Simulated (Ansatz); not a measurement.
ZrPbO3 (space group Amm2)

```
ZrPbO3
1.0
    4.11534     0.00000     0.00000
    0.00000     2.93080     2.99756
    0.00000    -2.93080     2.99756
Zr Pb O
1 1 3
Cartesian
  2.05767   0.00000   3.04341
  0.00000   0.00000   5.69669
  2.05767  -1.56075   1.77208
  2.05767   1.56075   1.77208
  0.00000   0.00000   3.34494
```

The volume is varied about the relaxed value V₀ at fixed cell shape. The atoms relax within the cell's symmetry.

Method: PBEsol (plane waves to 420 eV, PAW, scalar-relativistic; Ansatz, a quantum-chemistry and plane-wave program). k mesh 8×8×8 (Γ-centred), Fermi-Dirac smearing 0.05 eV. Energies are smeared free energies. With the shape held, the modulus is that of even scaling; a crystal free to change shape is softer. Spin-orbit coupling is left out, though Pb is heavy. This is one of several known forms of ZrPbO3; the measured ambient cells at hand have space group No. 55. ZrPbO3 is run without spin polarisation. ZrPbO3 was relaxed with its symmetry unable to fall. The zero of ΔE is the relaxed starting cell.

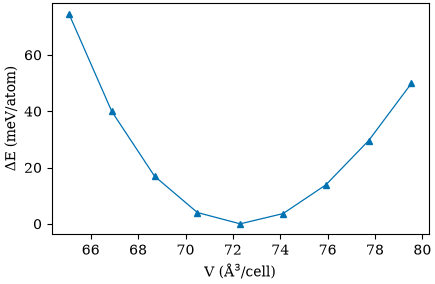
Figure: ΔE (meV/atom) against V (Å³/cell); markers are the computed points, lines only join them.

The energy cost of the largest expansion is 49.9 meV/atom and the pressure derivative B₀′ (fit) is 5.0. The pressure for 5 % compression (fit) is 7.8 GPa, the equilibrium volume of the fit is 14.46 Å³/atom and the bulk modulus at fixed cell shape B₀ (third-order Birch-Murnaghan fit) is 134 GPa.

P = (3B₀/2)(x⁷ − x⁵)[1 + ¾(B₀′ − 4)(x² − 1)] with x = (1/0.95)^(1/3), B₀ = 134 GPa and B₀′ = 4.96.

(A scan under strain: stresses follow from slopes of the energy per volume, elastic moduli from its curvatures.)
